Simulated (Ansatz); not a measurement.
# CH4FSi (SMILES C[SiH]F): UPBE/aug-cc-pVDZ

Aim: the vertical doublet–quartet gap of CH4FSi at UPBE/aug-cc-pVDZ, from 2 runs. 

Program for the calculation: Ansatz 0.2.0.

45 further runs of the same task are left out: 45 set aside as unsound or not needed.

### 1 Starting point

CH4FSi has 7 atoms, charge 0, and is taken as a doublet. SMILES: `C[SiH]F`. The coordinates come from a PBE0-D4/def2-TZVP relaxation.

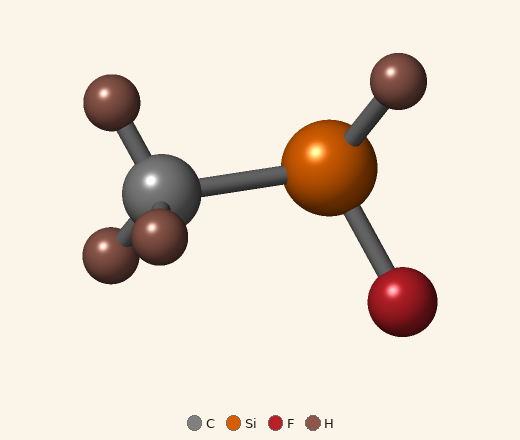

Viewed from a chosen angle; carbon grey, silicon orange, fluorine red, hydrogen brown.

### 2 A single-point energy at UPBE/aug-cc-pVDZ

Contents of in.yaml:

```yaml
crystal:
  periodic: [false, false, false]
  atoms:
    - {symbol: C, position_ang: [-0.653500, 0.389500, -0.298000]}
    - {symbol: Si, position_ang: [0.917400, -0.594100, -0.104100]}
    - {symbol: F, position_ang: [0.640700, -1.812800, 0.909600]}
    - {symbol: H, position_ang: [-1.444900, -0.207800, -0.754100]}
    - {symbol: H, position_ang: [-0.470200, 1.260900, -0.931700]}
    - {symbol: H, position_ang: [-1.000700, 0.738300, 0.679600]}
    - {symbol: H, position_ang: [2.011300, 0.226000, 0.498700]}
basis:
  gaussian:
    orbitals: aug-cc-pVDZ
magnetization:
  spin_polarized: true
  initial_magnetization: 1
hamiltonian:
  xc: {name: PBE}
accuracy: high
output: {orbitals: {seedname: orbitals}}
```

On the command line:

```sh
$ ansatz run in.yaml --threads 1 --pin off --max-ram 3480MiB --events-out events.jsonl --progress --plain --runs-dir runs
```

What it wrote:

```text
Warning: RAYON_NUM_THREADS=1 ignored (pool sized by the plan → 1); use --threads N
Functional definition: PBE
  name "PBE"
  parameter kappa = 0.804
  parameter beta = 0.06672455060314922
  exchange = pbe_x(kappa = kappa, mu = beta*pi^2/3)
  correlation = pbe_c(beta = beta)
2190 factors; integrals over basis functions are off by at most 3.6e-9 eV
mean field evaluation 1: about -11678.4298 eV, gradient 4.8e1 eV
mean field evaluation 2: about -11657.1476 eV, gradient 7.6e1 eV
mean field evaluation 4: about -11688.7039 eV, gradient 9.2e0 eV
mean field evaluation 8: about -11689.0243 eV, gradient 6.4e-2 eV
mean field evaluation 16: about -11689.0243 eV, gradient 1.6e-5 eV
mean field -11689.02429145 eV, -429.5637196057 hartree, gradient 2.0e-8 eV, S^2 0.751481; 0 other end points of the search recorded, 0 dependent functions left out
reference -11689.02430004 eV, -429.5637199212 hartree; 17, 16 occupied and 92, 93 virtual orbitals, 2190 factors
Total energy: -11689.02430004 eV, -429.5637199212 hartree
```

Run time: 14 s. Hardware: 1 thread of Arm Neoverse V2, shared host; peak memory 0.36 GiB.

### 3 The quartet, same level

Contents of molecule.yaml:

```yaml
crystal:
  periodic: [false, false, false]
  atoms:
    - {symbol: C, position_ang: [-0.653500, 0.389500, -0.298000]}
    - {symbol: Si, position_ang: [0.917400, -0.594100, -0.104100]}
    - {symbol: F, position_ang: [0.640700, -1.812800, 0.909600]}
    - {symbol: H, position_ang: [-1.444900, -0.207800, -0.754100]}
    - {symbol: H, position_ang: [-0.470200, 1.260900, -0.931700]}
    - {symbol: H, position_ang: [-1.000700, 0.738300, 0.679600]}
    - {symbol: H, position_ang: [2.011300, 0.226000, 0.498700]}
basis:
  gaussian: {orbitals: aug-cc-pVDZ}
magnetization: {spin_polarized: true, initial_magnetization: 3}
hamiltonian: {xc: {name: PBE}}
output: {orbitals: {seedname: orbitals}}
accuracy: high
```

On the command line:

```sh
$ ansatz run molecule.yaml --threads 1 --pin off --max-ram 3480MiB --events-out events.jsonl --progress --plain --runs-dir runs
```

What it wrote:

```text
Warning: RAYON_NUM_THREADS=1 ignored (pool sized by the plan → 1); use --threads N
[... 6 set-up lines as earlier in the session ...]
2190 factors; integrals over basis functions are off by at most 3.6e-9 eV
mean field evaluation 1: about -11671.2777 eV, gradient 4.5e1 eV
mean field evaluation 2: about -11642.6166 eV, gradient 7.1e1 eV
mean field evaluation 4: about -11679.6049 eV, gradient 2.1e1 eV
mean field evaluation 8: about -11681.9397 eV, gradient 1.4e-1 eV
mean field evaluation 16: about -11681.9382 eV, gradient 2.7e-3 eV
mean field evaluation 32: about -11681.0456 eV, gradient 6.5e0 eV
mean field evaluation 64: about -11681.9123 eV, gradient 4.5e-1 eV
mean field -11681.93816835 eV, -429.3033093848 hartree, gradient 2.4e-8 eV, S^2 3.752420; 6 other end points of the search recorded, 0 dependent functions left out
reference -11681.93817393 eV, -429.3033095898 hartree; 18, 15 occupied and 91, 94 virtual orbitals, 2190 factors
Total energy: -11681.93817393 eV, -429.3033095898 hartree
```

It took 23 s on 1 thread of Arm Neoverse V2, shared host; peak memory 0.41 GiB.

### 4 Outcome

At UPBE/aug-cc-pVDZ:

| quantity | value |
| --- | --- |
| doublet: total energy | -429.56372 Eh |
| doublet: HOMO energy (highest over α and β) | -4.95 eV |
| doublet: LUMO energy (lowest over α and β) | -3.16 eV |
| doublet: ⟨S²⟩ | 0.751 |
| quartet: total energy | -429.30331 Eh |
| quartet: HOMO energy (highest over α and β) | -1.61 eV |
| quartet: ⟨S²⟩ | 3.752 |
| vertical energy of the quartet above the doublet | 7.086 eV |

At this shape the quartet lies 7.09 eV (684 kJ/mol) above the doublet.
